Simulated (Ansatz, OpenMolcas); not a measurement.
How methods differ on AlCl2F (SMILES [F][Al]([Cl])[Cl])

AlCl2F has 4 atoms, charge 0, and is taken as a singlet. SMILES: `[F][Al]([Cl])[Cl]`. The coordinates come from a PBE0-D4/def2-TZVP relaxation.

Quantity: the vertical energy of the triplet above the singlet, in eV. The values are calculated.

```json
{"level": "PBE/def2-SVPD", "kind": "GGA", "program": "Ansatz", "value (eV)": "6.01", "CPU time (all runs)": "23 s"}
{"level": "M06-L/def2-SVPD", "kind": "meta-GGA", "program": "OpenMolcas", "value (eV)": "6.77", "CPU time (all runs)": "2.1 min"}
{"level": "TPSS/def2-SVPD", "kind": "meta-GGA", "program": "OpenMolcas", "value (eV)": "6.22", "CPU time (all runs)": "2.3 min"}
{"level": "r2SCAN/def2-SVPD", "kind": "meta-GGA", "program": "OpenMolcas", "value (eV)": "6.50", "CPU time (all runs)": "2.1 min"}
{"level": "wB97M-V/def2-SVPD", "kind": "range-separated hybrid", "program": "Ansatz", "value (eV)": "7.17", "CPU time (all runs)": "4.1 min"}
{"level": "wB97X/def2-SVPD", "kind": "range-separated hybrid", "program": "Ansatz", "value (eV)": "7.37", "CPU time (all runs)": "2.1 min"}
{"level": "B2PLYP/def2-SVPD", "kind": "double hybrid", "program": "Ansatz", "value (eV)": "6.90", "CPU time (all runs)": "44 s"}
{"level": "RPA@PBE/def2-SVPD", "kind": "RPA", "program": "Ansatz", "value (eV)": "6.17", "CPU time (all runs)": "38 s"}
{"level": "FCI/STO-3G", "kind": "exact in the basis", "program": "Ansatz", "value (eV)": "8.35", "CPU time (all runs)": "44 s"}
```

The values span 6.01 to 8.35 eV. A triplet this far above the singlet is often a Rydberg-like or dissociative state; sets without diffuse functions put Rydberg states too high. High-level rows in very small sets aren't better than simpler rows in larger ones. Times are those of the runs behind each value, whatever else they computed, on shared processors of several kinds: orders of magnitude only.

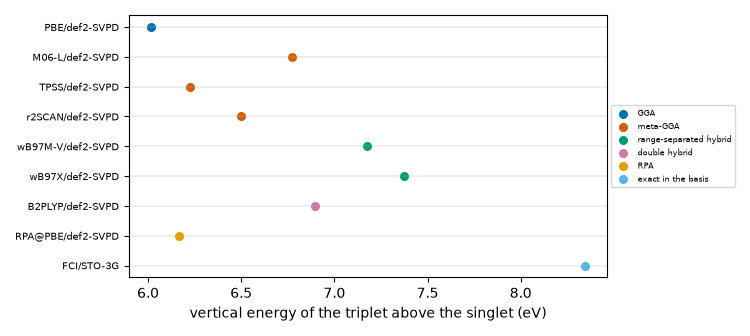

The values of the table, level by level.
